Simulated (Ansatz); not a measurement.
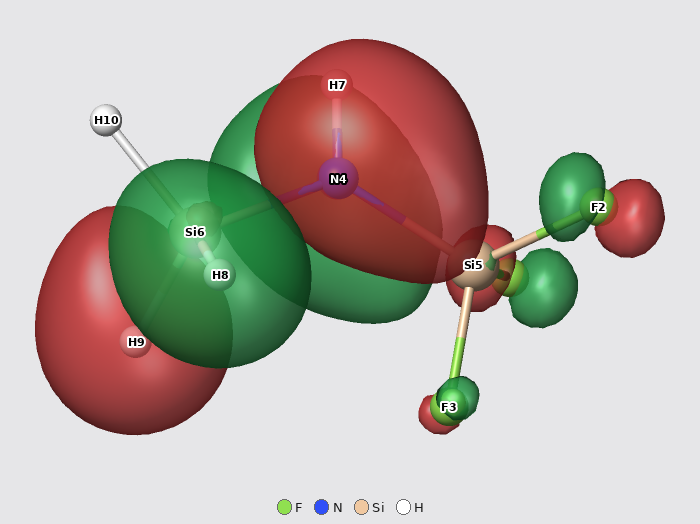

The picture shows: F3H4NSi2 (SMILES F[Si](F)(F)N[SiH3]). One frontier orbital at ±0.08 Å⁻³ᐟ² (green and red are the two phases), seen at a tilt.

Geometry: B3LYP/6-31G*.

Theory: Ansatz 0.2.0, isolated molecule in a Gaussian basis; Kohn-Sham density functional theory, functional PBE0.

Input

```
crystal:
  periodic: [false, false, false]
  atoms:
    - {symbol: F, position_ang: [-2.121251, 0.842422, 0.048418]}
    - {symbol: F, position_ang: [0.112736, 1.922933, -0.467538]}
    - {symbol: F, position_ang: [-1.144664, 0.655478, -2.340757]}
    - {symbol: "N", position_ang: [0.004186, -0.827783, -0.472917]}
    - {symbol: Si, position_ang: [-0.779283, 0.640756, -0.789221]}
    - {symbol: Si, position_ang: [0.355381, -2.111506, -1.627284]}
    - {symbol: H, position_ang: [0.309205, -1.000387, 0.479418]}
    - {symbol: H, position_ang: [1.234560, -1.636909, -2.725113]}
    - {symbol: H, position_ang: [-0.884457, -2.659354, -2.232325]}
    - {symbol: H, position_ang: [1.047794, -3.174253, -0.854620]}
basis:
  gaussian: {orbitals: def2-SVPD}
hamiltonian: {xc: pbe0}
output: {forces: true, orbitals: {seedname: orbitals}}
```

Launched as:

```sh
ansatz run input.yaml --threads 2 --pin off --max-ram 4350MiB --events-out events.jsonl --progress --plain --runs-dir runs
```

> Which orbital is it: HOMO or LUMO?

The HOMO, at −8.56 eV. Its weight (Hirshfeld) is mainly on N4 (about 50 %), Si6 (about 15 %), H8 (about 10 %) and H9 (about 10 %).
